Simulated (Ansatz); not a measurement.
# C3H10GeO: small, medium and large basis sets

Aim: see how fast density functionals converge with the basis set for C3H10GeO.

The runs use Ansatz 0.2.0, Gaussian basis; one geometry, several basis sets.

Plan: PBE0-D4/def2-SVP; ωB97M-V/def2-SVP; PBE0-D4/def2-QZVPP; ωB97M-V/def2-QZVPP; the functionals' def2-TZVPP values are taken from earlier runs.

### 1 The geometry

An earlier PBE0-D4 in a triple-zeta def2 set relaxation fixed the geometry.

SMILES `[CH3][Ge]([CH3])([CH3])[OH]`, 15 atoms, charge 0, spin multiplicity 1.

Atoms are counted from 1 here; the program's logs count them from 0.

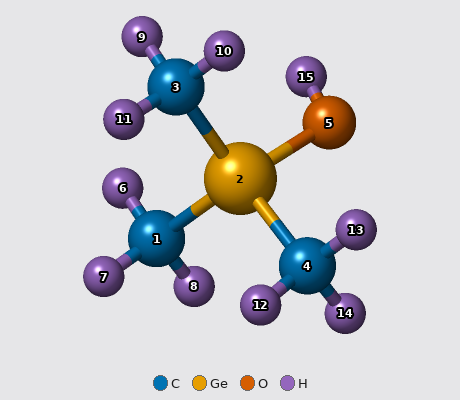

The structure; carbon blue, germanium amber, oxygen orange, hydrogen purple; atoms are numbered from 1 in the order of the file.

### 2 PBE0-D4 in def2-SVP

Input file in.yaml:

```yaml
crystal:
  periodic: [false, false, false]
  atoms:
    - {symbol: C, position_ang: [-1.853697, 0.226721, 0.075129]}
    - {symbol: Ge, position_ang: [0.081973, 0.164081, -0.176691]}
    - {symbol: C, position_ang: [1.011801, 0.351800, 1.530451]}
    - {symbol: C, position_ang: [0.649414, -1.412510, -1.158415]}
    - {symbol: O, position_ang: [0.570127, 1.515300, -1.254070]}
    - {symbol: H, position_ang: [-2.148845, 1.148337, 0.580781]}
    - {symbol: H, position_ang: [-2.189836, -0.616968, 0.681876]}
    - {symbol: H, position_ang: [-2.359398, 0.183739, -0.890734]}
    - {symbol: H, position_ang: [0.714166, 1.273677, 2.034167]}
    - {symbol: H, position_ang: [2.090643, 0.377267, 1.369445]}
    - {symbol: H, position_ang: [0.777937, -0.486982, 2.189772]}
    - {symbol: H, position_ang: [0.410631, -2.321787, -0.603635]}
    - {symbol: H, position_ang: [1.726480, -1.378936, -1.328240]}
    - {symbol: H, position_ang: [0.147039, -1.450940, -2.125973]}
    - {symbol: H, position_ang: [0.349663, 2.376501, -0.894763]}
basis:
  gaussian: {orbitals: def2-SVP}
hamiltonian: {xc: pbe0, dispersion: d4}
output: {orbitals: {seedname: orbitals}}
```

Run with:

```
$ ansatz run in.yaml --threads 4 --pin off --events-out ev --progress --plain --max-ram 11315MiB
```

Log:

```text
Functional definition: PBE0
  name "PBE0"
  cite "Adamo & Barone, J. Chem. Phys. 110, 6158 (1999) doi:10.1063/1.478522"
  cite "Perdew, Burke & Ernzerhof, Phys. Rev. Lett. 77, 3865 (1996) doi:10.1103/PhysRevLett.77.3865"
  parent pbe
  parameter a = 0.25
  parameter kappa = 0.804
  parameter beta = 0.06672455060314922
  exchange = (1 - a)*pbe_x(kappa = kappa, mu = beta*pi^2/3) + a*exact_x
  correlation = pbe_c(beta = beta)
1587 factors; their error is unknown
mean field evaluation 1: about -61803.0308 eV, gradient 7.9e1 eV
mean field evaluation 2: about -61797.2860 eV, gradient 9.6e1 eV
mean field evaluation 4: about -61816.2882 eV, gradient 2.4e0 eV
mean field evaluation 8: about -61816.4372 eV, gradient 3.2e-2 eV
mean field -61816.43722024 eV, -2271.7121671579 hartree, gradient 1.5e-5 eV, S^2 0.000000; 0 other end points of the search recorded, 0 dependent functions left out
reference -61816.43725023 eV, -2271.7121682598 hartree; 34, 34 occupied and 104, 104 virtual orbitals, 1587 factors
Total energy: -61816.69025536 eV, -2271.7214660270 hartree
```

Wall time 1.7 s (4 threads of Arm Neoverse V2, shared host).

### 3 ωB97M-V in def2-SVP

Edit in.yaml of step 2 so:

```diff
@@ -20,3 +20,3 @@
   gaussian: {orbitals: def2-SVP}
-hamiltonian: {xc: pbe0, dispersion: d4}
+hamiltonian: {xc: {name: wB97M-V}}
 output: {orbitals: {seedname: orbitals}}
```

The command is unchanged.

Log (excerpt; [...] marks lines left out):

```text
Functional definition: wB97M-V
  name "wB97M-V"
  cite "Mardirossian & Head-Gordon, J. Chem. Phys. 144, 214110 (2016) doi:10.1063/1.4952647"
  cite "Becke, J. Chem. Phys. 107, 8554 (1997) doi:10.1063/1.475007"
  cite "Vydrov & Van Voorhis, J. Chem. Phys. 133, 244103 (2010) doi:10.1063/1.3521275"
  # Of w^i u^j: cxij and so on, Table III.
[...]
  gx(w, u) = 1 - cx + cx01*u + cx10*w
  gss(w, u) = css00 + css04*u^4 + css10*w + css20*w^2 + css43*w^4*u^3
  gos(w, u) = cos00 + cos10*w + (cos20 + cos21*u)*w^2 + (cos60 + cos61*u)*w^6
[...]
      + integral(e_c_pw_mod_opposite_spin*gos(b97_w_opposite, b97_u_opposite)) + vv10(b, c)
1575 factors; their error is unknown
392 factors; integrals over basis functions are off by at most 7.1e-6 eV
[...]
mean field -61823.61768296 eV, -2271.9760442958 hartree, gradient 1.6e-5 eV, S^2 0.000000; 0 other end points of the search recorded, 0 dependent functions left out
reference -61823.61772955 eV, -2271.9760460079 hartree; 34, 34 occupied and 104, 104 virtual orbitals, 1575 factors
Total energy: -61823.61772955 eV, -2271.9760460079 hartree
```

Run time: 7 s. Hardware: 4 threads of Arm Neoverse V2, shared host.

### 4 PBE0-D4 in def2-QZVPP

Edit in.yaml of step 3 so:

```diff
@@ -19,4 +19,4 @@
 basis:
-  gaussian: {orbitals: def2-SVP}
-hamiltonian: {xc: {name: wB97M-V}}
+  gaussian: {orbitals: "def2-QZVPP.json"}
+hamiltonian: {xc: pbe0, dispersion: d4}
 output: {orbitals: {seedname: orbitals}}
```

Launched as before.

Log:

```text
Functional definition: PBE0
  name "PBE0"
  cite "Adamo & Barone, J. Chem. Phys. 110, 6158 (1999) doi:10.1063/1.478522"
  cite "Perdew, Burke & Ernzerhof, Phys. Rev. Lett. 77, 3865 (1996) doi:10.1103/PhysRevLett.77.3865"
  parent pbe
  parameter a = 0.25
  parameter kappa = 0.804
  parameter beta = 0.06672455060314922
  exchange = (1 - a)*pbe_x(kappa = kappa, mu = beta*pi^2/3) + a*exact_x
  correlation = pbe_c(beta = beta)
1887 factors; their error is unknown
mean field evaluation 1: about -61813.4094 eV, gradient 9.6e1 eV
mean field evaluation 2: about -61803.3539 eV, gradient 1.2e2 eV
mean field evaluation 4: about -61831.2289 eV, gradient 5.0e0 eV
mean field evaluation 8: about -61831.2755 eV, gradient 2.6e-1 eV
mean field evaluation 16: about -61831.4145 eV, gradient 2.0e-4 eV
mean field -61831.41449023 eV, -2272.2625716779 hartree, gradient 4.6e-5 eV, S^2 0.000000; 0 other end points of the search recorded, 0 dependent functions left out
reference -61831.41453587 eV, -2272.2625733553 hartree; 34, 34 occupied and 583, 583 virtual orbitals, 1887 factors
Total energy: -61831.66754101 eV, -2272.2718711225 hartree
```

It took 17 s on 4 threads of Arm Neoverse V2, shared host; peak memory 2.7 GiB.

### 5 ωB97M-V in def2-QZVPP

Edit in.yaml of step 4 so:

```diff
@@ -20,3 +20,3 @@
   gaussian: {orbitals: "def2-QZVPP.json"}
-hamiltonian: {xc: pbe0, dispersion: d4}
+hamiltonian: {xc: {name: wB97M-V}}
 output: {orbitals: {seedname: orbitals}}
```

The command is unchanged.

Log (excerpt; [...] marks lines left out):

```text
Functional definition: wB97M-V
  name "wB97M-V"
  cite "Mardirossian & Head-Gordon, J. Chem. Phys. 144, 214110 (2016) doi:10.1063/1.4952647"
  cite "Becke, J. Chem. Phys. 107, 8554 (1997) doi:10.1063/1.475007"
  cite "Vydrov & Van Voorhis, J. Chem. Phys. 133, 244103 (2010) doi:10.1063/1.3521275"
  # Of w^i u^j: cxij and so on, Table III.
[...]
  gx(w, u) = 1 - cx + cx01*u + cx10*w
  gss(w, u) = css00 + css04*u^4 + css10*w + css20*w^2 + css43*w^4*u^3
  gos(w, u) = cos00 + cos10*w + (cos20 + cos21*u)*w^2 + (cos60 + cos61*u)*w^6
[...]
      + integral(e_c_pw_mod_opposite_spin*gos(b97_w_opposite, b97_u_opposite)) + vv10(b, c)
1875 factors; their error is unknown
498 factors; integrals over basis functions are off by at most 4.4e-6 eV
[...]
mean field -61838.86078278 eV, -2272.5362178818 hartree, gradient 4.6e-5 eV, S^2 0.000000; 0 other end points of the search recorded, 0 dependent functions left out
reference -61838.86085444 eV, -2272.5362205152 hartree; 34, 34 occupied and 583, 583 virtual orbitals, 1875 factors
Total energy: -61838.86085444 eV, -2272.5362205152 hartree
```

Run time: 34 s. Hardware: 4 threads of Arm Neoverse V2, shared host; peak memory 3.3 GiB.

### 6 Functionals by basis

The def2-TZVPP values come from earlier runs at the same geometry.

```csv
functional,basis,functions,energy (eV),from the largest (eV),HOMO (eV),LUMO (eV)
PBE0-D4,def2-SVP,138,-61816.6903,14.977,-7.55,1.29
PBE0-D4,def2-TZVPP,312,-61830.1301,1.537,-7.71,0.69
PBE0-D4,def2-QZVPP,617,-61831.6675,0.000,-7.74,0.27
ωB97M-V,def2-SVP,138,-61823.6177,15.243,-9.86,2.86
ωB97M-V,def2-TZVPP,312,-61837.3590,1.502,-10.01,2.06
ωB97M-V,def2-QZVPP,617,-61838.8609,0.000,-10.04,1.41
```

### 7 What came out

| quantity | value |
| --- | --- |
| PBE0-D4: double and triple zeta above quadruple | 14.98, 1.54 eV |
| ωB97M-V: double and triple zeta above quadruple | 15.24, 1.50 eV |

In words: For PBE0-D4 the step from double to triple zeta gains 13.44 eV and the next only 1.54 eV. Total energies overstate the basis error of differences, where much of it tends to cancel. The LUMO of ωB97M-V is positive and keeps falling with the basis (2.86 to 1.41 eV): an unbound level that the basis holds in place.

For PBE0-D4 the largest set took about 10 times as long as the smallest (17 s against 1.7 s).
